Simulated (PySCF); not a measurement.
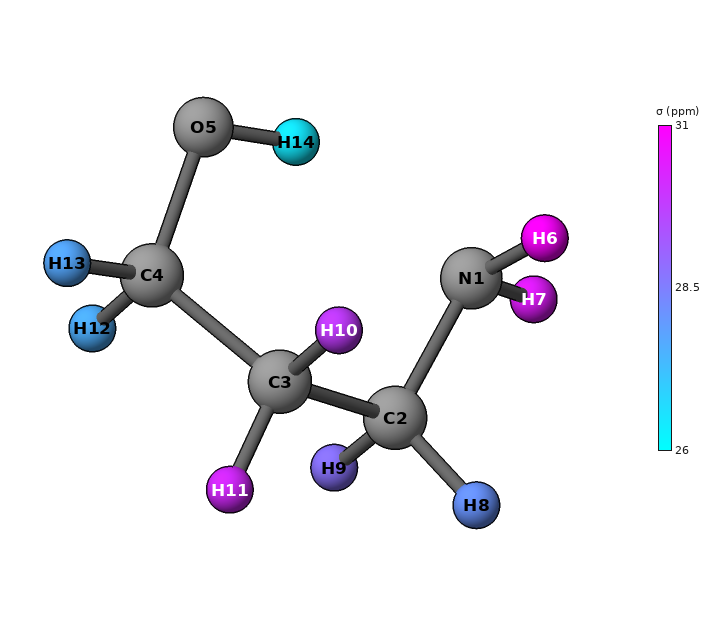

Atoms are coloured by their isotropic NMR shieldings (H only, the others grey). The computed structure is the end point of a PBE0-D3(BJ)/def2-TZVP optimisation. No frequency run is at hand to confirm it as a minimum. Method: GIAO PBE0/pcSseg-2 NMR shielding, non-relativistic, gas phase (PySCF 2.14.0).

**Which H atom is the most shielded (lowest chemical shift)?**

H6 (30.93 ppm).

**Which H atom is the least shielded (highest chemical shift)?**

H14 (26.43 ppm).

**How wide is the range of H shifts?**

4.50 ppm.

List the isotropic NMR shieldings of the H atoms.

```tsv
atom	σ (ppm)
H6	30.93
H7	30.44
H8	28.08
H9	28.73
H10	29.81
H11	30.17
H12	27.54
H13	27.70
H14	26.43
```
